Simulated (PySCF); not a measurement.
**F₃Si, doublet, SMILES `F[Si](F)F`: what the electrons do**

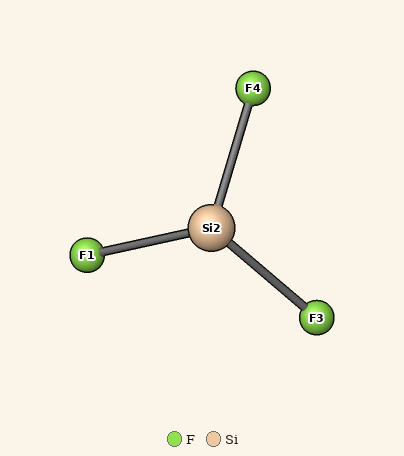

The molecule, with its atoms numbered as below. No frequency check shows the geometry to be a minimum.

Coordinates in Å:

```
F1       1.4008    0.3804   -0.2221
Si2      0.0001    0.0001    0.4283
F3      -1.0300    1.0227   -0.2221
F4      -0.3709   -1.4033   -0.2220
```

## 1. Bonding charge

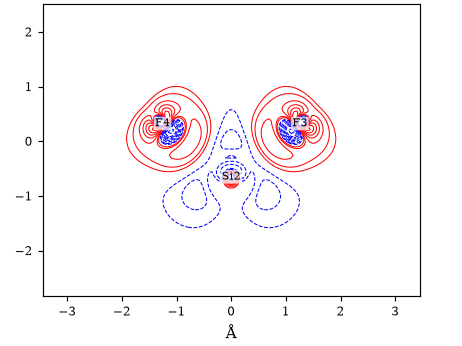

Deformation density (molecule less spherical, spin-averaged free atoms) in the plane of Si2, F3 and F4; contours at ±0.05 to ±0.8 e/Å³; solid red lines: gain, dashed blue lines: loss.

PySCF calculation, ωB97X/6-31+G*, gas phase; geometry: GFN2-xTB. The stability of the open-shell solution wasn't checked. GFN2-xTB doesn't know the spin state, so this open-shell geometry is rough.

Q: How much density has each bond in this plane gained at its critical point, relative to the free atoms?

A: Si2–F3 and Si2–F4: +0.03 e/Å³ at the bond critical point (bond length 1.59 Å); up to 0.6 Å beside the axis the gain reaches +0.28 e/Å³. In all, 1.0 electrons gather in the regions of gain relative to the promolecule. A small or negative value marks a very polar bond, one between electron-rich atoms, whose free-atom densities already overlap strongly, a long bond to a heavier atom, or a closed-shell contact such as a hydrogen bond.

Q: Where do the Hirshfeld charges lie?

A: The highest Hirshfeld charge is on Si2 (+0.60 e), the lowest on F1, F3 and F4 (−0.20 e).

## 2. Local ionisation energy

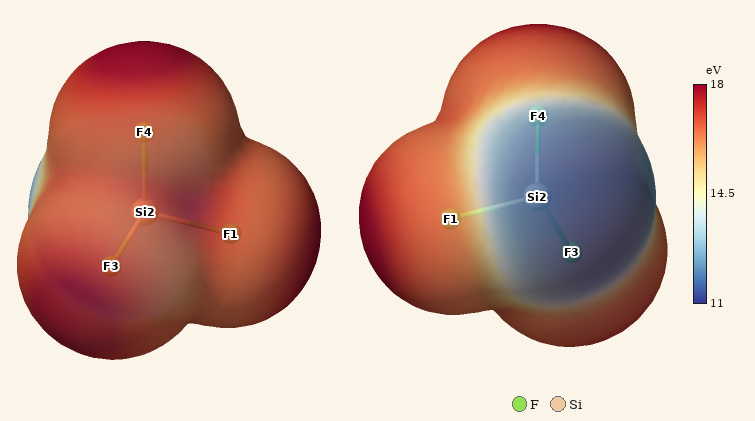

Average local ionisation energy on the surface of electron density 0.001 a.u. (back view left, front view right).

Q: Where are the most loosely bound electrons on this surface?

A: The lowest value is 11.5 eV, 2.3 Å from Si2. Further minima include 16.5 eV, 1.7 Å from F3, and at like points elsewhere. For comparison, the highest occupied orbital lies at −10.8 eV.

Q: What volume does the surface enclose, and what is the dipole moment?

A: About 67 Å³; the dipole moment is 2.0 D.

## 3. Spin density

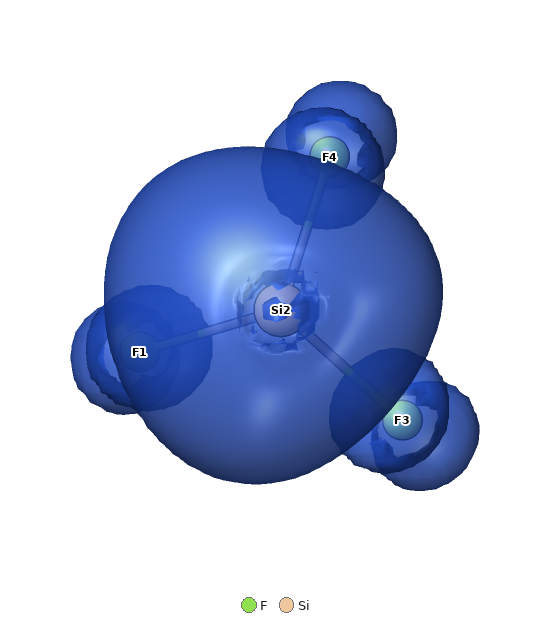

Spin density ρα − ρβ at ±0.01 e/Å³ (blue: excess α, red: excess β).

Q: How is the spin shared among the atoms?

A: Hirshfeld spin populations: Si2 +0.77 and F1, F3 and F4 +0.08. ⟨S²⟩ = 0.75, as for a pure state.

## 4. In an electric field

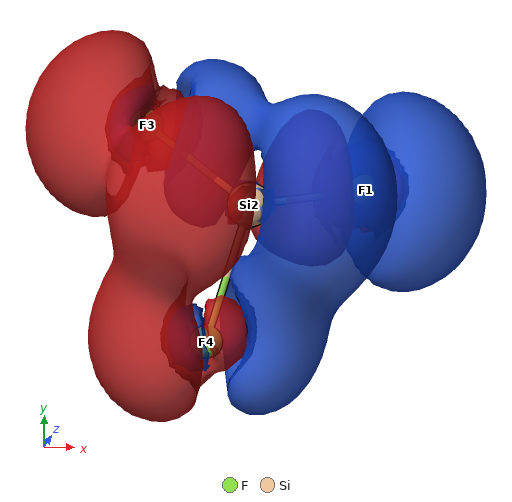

Change of the electron density in a uniform field of 0.26 V/Å, surfaces at ±0.001 e/Å³ (red: gain, blue: loss).

Method: PBE/aug-cc-pVDZ; geometry: GFN2-xTB; program: PySCF. The stability of the open-shell solution wasn't checked. GFN2-xTB doesn't know the spin state, so this open-shell geometry is rough.

Q: Along which Cartesian direction does the field point?

A: Along +x: electrons gather on the −x side, against the field.

Q: What dipole is induced, and what polarisability does it imply?

A: The induced dipole is 0.36 D (along the field); α along this axis, from the fields in both directions, is 28 bohr³ (4.2 Å³).

Q: Which atoms gain and lose the most charge?

A: Electrons gather most on F3 (Hirshfeld charge changes by −0.009 e) and leave F1 most (+0.012 e); 0.037 electrons are displaced in all.
